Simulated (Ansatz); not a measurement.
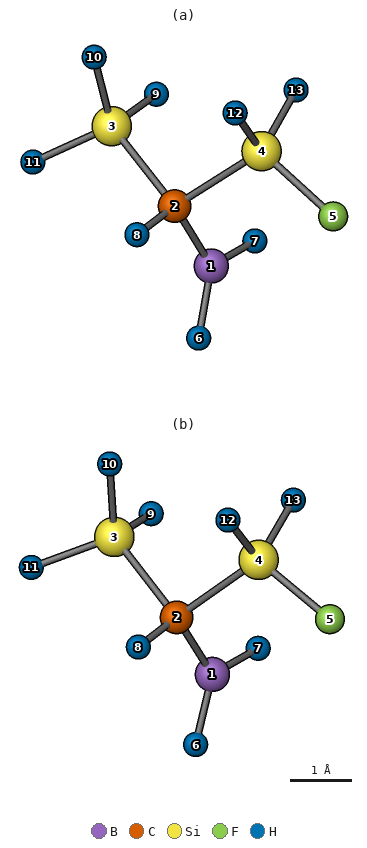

The structure of CH8BFSi2 before (top) and after (bottom) a relaxation, at one scale.

Style: ball-and-stick. Shown at a tilt.

The start comes from PBE-D4/def2-SVP.

The calculation used RKS PBE0-D4/def2-TZVP (Ansatz). (force threshold 0.005 eV/Å; at most 150 steps)

**Summarise the run.**

After 13 geometry steps the energy has fallen by 1.73 kcal/mol. Largest force component: 1.1 eV/Å at the start, 0.0046 eV/Å at the end. The atom that moves furthest after the best rigid fit is H10 (0.26 Å). Largest moves by element: H 0.26 Å, F 0.16 Å, Si 0.06 Å, B 0.06 Å, C 0.05 Å. Near-neighbour distances that change, for instance: Si4–F5 1.645 → 1.603 Å, C2–Si4 1.885 → 1.861 Å, B1–H6 1.216 → 1.196 Å, Si3–H11 1.504 → 1.484 Å. Bond angles that change, for instance: B1–C2–Si4 106.8° → 110.0°, Si3–C2–Si4 106.3° → 103.9°. The run took of the order of 2.9 core-minutes on a shared host.
